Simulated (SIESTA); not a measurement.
Band structure of Ta2N (P-3m1, 3 atoms in the cell).

```xyz
3
Lattice="3.0855 0.0000 0.0000 -1.5427 2.6721 0.0000 0.0000 0.0000 4.8270" Properties=species:S:1:pos:R:3 pbc="T T T"
Ta     1.5427     0.8907     3.5975
Ta     0.0000     1.7814     1.2295
N      0.0000     0.0000     0.0000
```

Method: SIESTA with GGA PBE, numerical atomic orbitals TZP, PseudoDojo PBE standard norm-conserving potentials (rewritten from UPF to PSML).

Settings: XC.functional = GGA; XC.authors = PBE; potentials = PseudoDojo PBE standard; PAO.BasisSize = TZP; PAO.EnergyShift = 0.01 Ry; MeshCutoff = 300 Ry; kgrid.MonkhorstPack = 14 14 8; OccupationFunction = FD; ElectronicTemperature = 136 meV; MaxSCFIterations = 150; SCF.Mixer.Method = Broyden; SCF.Mixer.Weight = 0.1; SCF.Mixer.History = 6; SCF.DM.Tolerance = 1.0E-04.

The starting cell comes from a database of computed structures (which also holds hypothetical and non-ambient phases and stackings), without a prior relaxation at this level. Its lattice was rescaled by a random factor within 2.5 % of one. Spin-orbit coupling is off. Spin polarisation is off; with an odd number of electrons in the cell that forces a metal, and a magnetic state may lie lower. Values carry the incompleteness of an atom-centred basis.

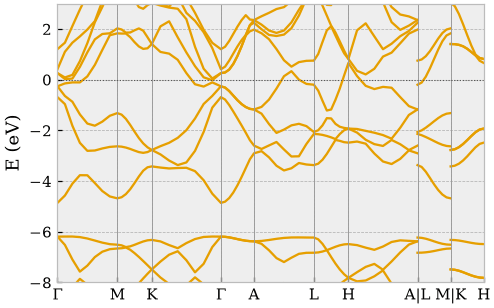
Figure. Bands along the path, energies from the Fermi level.

Levels in eV from the Fermi level, bands 12 to 17:
| point | 12 | 13 | 14 | 15 | 16 | 17 |
|---|---|---|---|---|---|---|
| Γ | -6.19 | -4.86 | -0.69 | -0.26 | -0.26 | 0.26 |
| M | -6.51 | -4.68 | -2.63 | -1.32 | 1.83 | 2.02 |
| K | -6.32 | -3.42 | -2.77 | -2.77 | 1.41 | 1.41 |
| A | -6.38 | -2.90 | -2.60 | -1.18 | -1.18 | 1.97 |
| L | -6.23 | -3.37 | -2.14 | -2.07 | -0.20 | 0.75 |
| H | -6.49 | -2.48 | -1.93 | -1.93 | 0.66 | 0.82 |

Bands cross the Fermi level along this path, so the cell is metallic at this level.

Higher empty bands are left out: an atom-centred basis made for the valence describes them poorly.
